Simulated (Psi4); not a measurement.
# P2H2 (phosphanylidenephosphane): CCSD/6-311++G(2d,2p) (sweep point 8)

What is the energy change on altering one bond length of P2H2 (phosphanylidenephosphane) at CCSD/6-311++G(2d,2p) (sweep point 8)? 

The results are computed with Psi4 1.11.

## Step 1: Starting point

P2H2 has 4 atoms, charge 0, and is taken as a singlet. As SMILES, `[H]/P=P/[H]`. The shape is that of a GFN2-xTB optimisation.

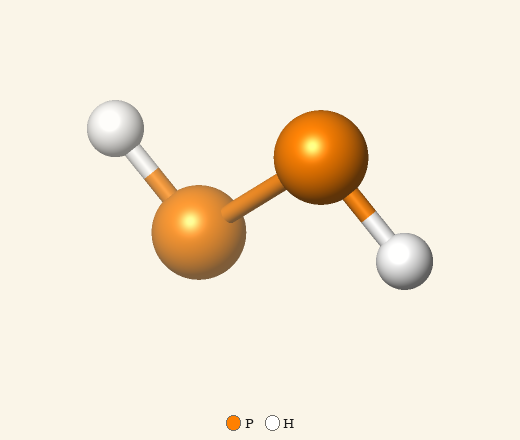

Viewed from a chosen angle; phosphorus orange, hydrogen white.

## Step 2: A single-point energy at CCSD/6-311++G(2d,2p) (sweep point 8)

Input file calc.dat:

```
memory 1600 mb

molecule {
  0 1
  P     -0.024370    -1.003630     0.088350
  P      0.024420     1.003540    -0.088260
  H      1.037260    -1.067570     1.003320
  H     -1.037310     1.067660    -1.003410
  symmetry c1
}

set {
  basis           6-311++G(2d,2p)
  reference       rhf
  puream          true
  scf_type        pk
  num_frozen_docc 10
}

E = energy('ccsd')
print_variables()
```

The run is started by

```bash
psi4 calc.dat calc.out -n 1
```

calc.out, shortened:

```text
[...]
  Running in c1 symmetry.
[...]
  Nuclear repulsion =   76.759456495580409
[...]
  Multiplicity = 1
[...]
  Nalpha       = 16
  Nbeta        = 16
[...]
    Number of basis functions: 90
[...]
   @RHF iter   1:  -682.59869220274834   -4.68395e-01   3.15137e-03 DIIS/ADIIS
[...]
   @RHF iter  11:  -682.62784789643592   -1.47793e-12   1.75571e-09 DIIS
[...]
    Orbital Energies [Eh]
    ---------------------
    Doubly Occupied:
       1A    -79.965686     2A    -79.965672     3A     -7.508549
       4A     -7.508179     5A     -5.401914     6A     -5.401095
       7A     -5.400796     8A     -5.400651     9A     -5.400628
      10A     -5.400299    11A     -0.916411    12A     -0.724790
      13A     -0.492945    14A     -0.490661    15A     -0.368112
      16A     -0.356966
[...]
  @RHF Final Energy:  -682.62784789643592
   => Energetics <=
    Nuclear Repulsion Energy =             76.7594564955804088
    One-Electron Energy =               -1097.3678970175942595
    Two-Electron Energy =                 337.9805926255779696
    Total Energy =                       -682.6278478964359238
[...]
 Multipole Moments:
 ------------------------------------------------------------------------------------
     Multipole            Electronic (a.u.)      Nuclear  (a.u.)        Total (a.u.)
 ------------------------------------------------------------------------------------
 L = 1.  Multiply by 2.5417464519 to convert [e a0] to [Debye]
 Dipole X            :          0.0001382           -0.0000937            0.0000445
 Dipole Y            :         -0.0002042            0.0001686           -0.0000356
 Dipole Z            :          0.0002123           -0.0001686            0.0000437
 Magnitude           :                                                    0.0000718
[...]
      * MP2 total energy                      = -682.884425678334878
[...]
      * CCSD total energy                     = -682.917873996424078
[...]
```

Wall time 7.2 s (1 thread of Intel Xeon 6975P-C (Granite Rapids), shared host); peak memory 0.68 GiB.

## Step 3: The distorted shape, same level

Input file calc.inp:

```
memory 1600 MB

molecule {
  0 1
  P     -0.873643    -0.952480    -0.643599
  P     -0.824853     1.054690    -0.820209
  H      1.037260    -1.067570     1.003320
  H     -1.886583     1.118810    -1.735359
  units angstrom
  symmetry c1
}

set basis 6-311++G(2d,2p)
set puream true
set scf_type pk
set num_frozen_docc 10

result = energy('ccsd')
```

The run is started by

```bash
psi4 -n 1 calc.inp calc.out
```

calc.out, shortened:

```text
[...]
  Running in c1 symmetry.
[...]
  Nuclear repulsion =   73.463398368637996
[...]
  Multiplicity = 1
[...]
  Nalpha       = 16
  Nbeta        = 16
[...]
    Number of basis functions: 90
[...]
   @RHF iter   1:  -682.45428002773951   -6.36207e-01   3.14543e-03 DIIS/ADIIS
[...]
   @RHF iter  13:  -682.49442983952360   -2.79670e-11   8.90306e-09 DIIS
[...]
    Orbital Energies [Eh]
    ---------------------
    Doubly Occupied:
       1A    -80.025199     2A    -79.988477     3A     -7.561659
       4A     -7.530846     5A     -5.453196     6A     -5.452525
       7A     -5.452458     8A     -5.423614     9A     -5.422981
      10A     -5.422939    11A     -0.923303    12A     -0.694774
      13A     -0.509509    14A     -0.422395    15A     -0.377204
      16A     -0.331509
[...]
  @RHF Final Energy:  -682.49442983952360
   => Energetics <=
    Nuclear Repulsion Energy =             73.4633983686379963
    One-Electron Energy =               -1089.9304805214414955
    Two-Electron Energy =                 333.9726523132799798
    Total Energy =                       -682.4944298395234910
[...]
 Multipole Moments:
 ------------------------------------------------------------------------------------
     Multipole            Electronic (a.u.)      Nuclear  (a.u.)        Total (a.u.)
 ------------------------------------------------------------------------------------
 L = 1.  Multiply by 2.5417464519 to convert [e a0] to [Debye]
 Dipole X            :         -1.5081373            0.7956082           -0.7125291
 Dipole Y            :          0.3993811           -0.0477549            0.3516262
 Dipole Z            :         -1.3333001            0.6856099           -0.6476902
 Magnitude           :                                                    1.0251055
[...]
      * MP2 total energy                      = -682.767818252602979
[...]
      * CCSD total energy                     = -682.814024535617591
[...]
```

It took 8.4 s on 1 thread of Intel Xeon 6975P-C (Granite Rapids), shared host; peak memory 0.68 GiB.

## Step 4: Results

At CCSD/6-311++G(2d,2p) (sweep point 8), 10 core orbitals frozen:

```
                                                         quantity          value
                                        first shape: total energy  -682.91787 Eh
                 first shape: HOMO energy (Hartree–Fock orbitals)       -9.71 eV
                 first shape: LUMO energy (Hartree–Fock orbitals)        0.15 eV
               first shape: HOMO–LUMO gap (Hartree–Fock orbitals)        9.87 eV
        first shape: correlation energy (10 core orbitals frozen)     -290.0 mEh
                                       first shape: T1 diagnostic          0.016
                                    distorted shape: total energy  -682.81402 Eh
             distorted shape: HOMO energy (Hartree–Fock orbitals)       -9.02 eV
             distorted shape: LUMO energy (Hartree–Fock orbitals)       -0.39 eV
           distorted shape: HOMO–LUMO gap (Hartree–Fock orbitals)        8.63 eV
    distorted shape: correlation energy (10 core orbitals frozen)     -319.6 mEh
                                   distorted shape: T1 diagnostic          0.032
energy change with the P1–H3 bond stretched from 1.403 to 2.525 Å       2.826 eV
```

**Reading.** One bond (distorted shape) is far stretched, which a spin-restricted single reference describes badly; a broken-symmetry solution may lie lower. With the P1–H3 bond stretched from 1.403 to 2.525 Å the energy rises by 2.83 eV (65 kcal/mol). The first shape isn't relaxed at this level, so the change isn't measured from a minimum. A restricted reference can't describe the breaking bond well at this length. The T1 diagnostic (distorted shape) of 0.032 is above the customary mark for such species, so a single reference may not serve.
